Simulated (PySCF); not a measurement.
[BBrH3]- (BBrH3, charge −1).

Level of theory: ωB97X/def2-SVPD (PySCF), at a geometry from GFN2-xTB. No frequency check shows the geometry to be a minimum. GFN2-xTB bond lengths at metals and heavier atoms can be off by up to 0.1 Å and shapes distorted, which carries into these values.

Input script:

```python
import numpy as np
from pyscf import gto, scf, dft
from pyscf.scf import atom_ks, atom_hf
from scipy.linalg import block_diag

def solve(mol, dm0=None, hcore=None):
    mf = (dft.UKS if mol.spin else dft.RKS)(mol, xc='wb97x')
    mf.grids.level = 3
    mf = mf.density_fit(auxbasis='def2-universal-jkfit')
    mf.conv_tol, mf.max_cycle = 1e-8, 80
    if hcore is not None:
        mf.get_hcore = lambda *args: hcore
    mf.kernel(dm0)
    if not mf.converged:
        mf = mf.newton().run(mf.mo_coeff, mf.mo_occ, max_cycle=30)
    assert mf.converged, 'SCF not converged'
    return mf

mol = gto.M(atom='''
B      1.62515    -0.00008     0.00000
Br    -0.40297     0.00000     0.00000
H      1.99266     1.13873    -0.18952
H      1.99275    -0.73331    -0.89130
H      1.99271    -0.40505     1.08083
''', basis='def2-svpd', charge=-1, spin=0, verbose=4)
mf = solve(mol)
mf.analyze()
# spherically averaged free atoms, for the promolecule
atm = atom_ks.get_atm_nrks(mol, xc='wb97x')
pro = block_diag(*[(atm[a[0]][2] * atm[a[0]][3]) @ atm[a[0]][2].T for a in mol._atom])
np.savez('result.npz', e=mf.e_tot, c=mf.mo_coeff, occ=mf.mo_occ, eps=mf.mo_energy, pro=pro, dip=mf.dip_moment(verbose=0), s2=mf.spin_square()[0])
```

Command:

```sh
OMP_NUM_THREADS=1 python input.py
```

The run took 15 s on 1 thread of Intel(R) Xeon(R) Processor @ 2.50GHz (Skylake/Cascade Lake), with other jobs on the host, peak memory 0.36 GiB.

Partitions, critical points and surface values were worked out afterwards from this run's density.

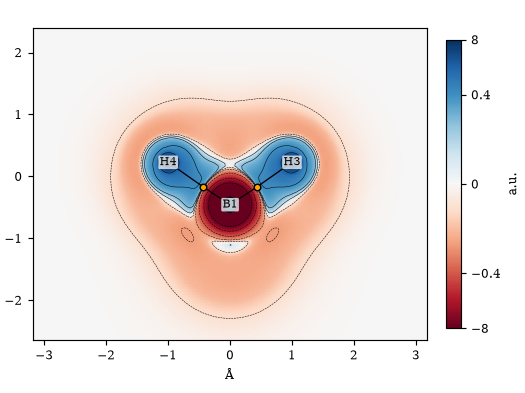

Negative Laplacian of the density (−∇²ρ) in the plane of B1, H3 and H4 (blue positive, red negative, colour scale in a.u., logarithmic beyond ±0.04), with bond paths and bond critical points (dots).

### At which bond critical points in this plane is charge locally concentrated, and at which depleted?

Concentrated (∇²ρ < 0): B1–H4 and B1–H3 (−0.06 a.u.). At none is it depleted.

### Where along B1–H4 does the critical point lie?

0.52 Å from B1 and 0.69 Å from H4.
